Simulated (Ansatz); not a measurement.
```xyz
10

N    -0.0799   -1.3136   -0.5579
C     0.1525   -0.2507    0.3246
S     0.7843   -0.6514    1.9079
C    -0.1197    1.0131    0.0024
O    -0.6007    1.3790   -1.1993
F    -0.0293    2.0278    0.8635
H    -0.3662   -0.9953   -1.4743
H     0.7172   -1.9328   -0.6233
H    -0.1751   -1.5432    2.2217
H    -0.2001    2.2160   -1.4622
```

Geometry: PBE0-D4/def2-TZVP.

The calculation used Ansatz, RKS PBE0-D4/def2-TZVPP.

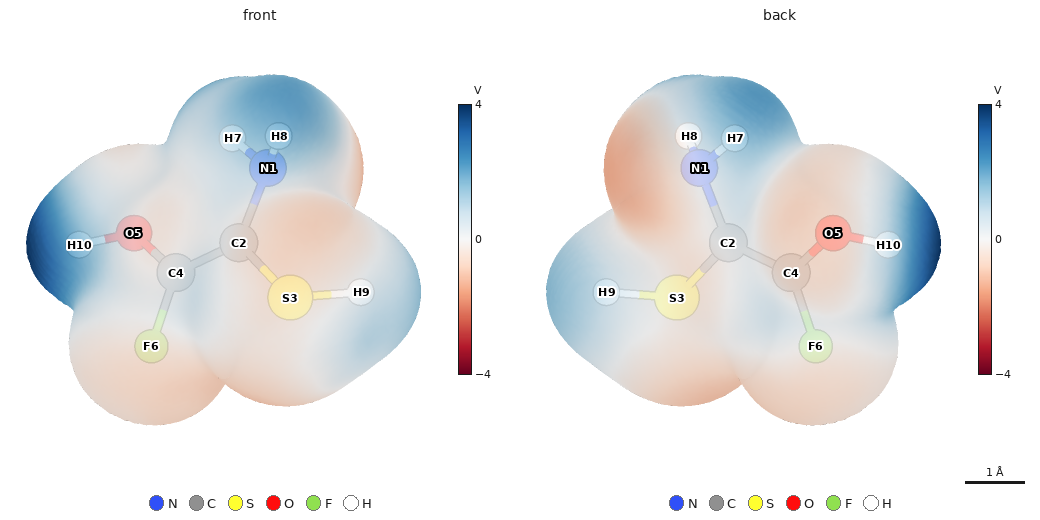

C2H4FNOS. The molecular electrostatic potential painted on the density surface at 0.004 e/bohr³, seen from the front and from behind; the colour scale runs from red (negative) to blue (positive).

Q: Describe the electrostatic potential map.

A: The most negative region (about −1.5 V, or −35 kcal/mol for a unit charge) lies over N1, the most positive (about +3.9 V, or +90 kcal/mol for a unit charge) over H10. N1 is the likeliest acceptor of a hydrogen bond.
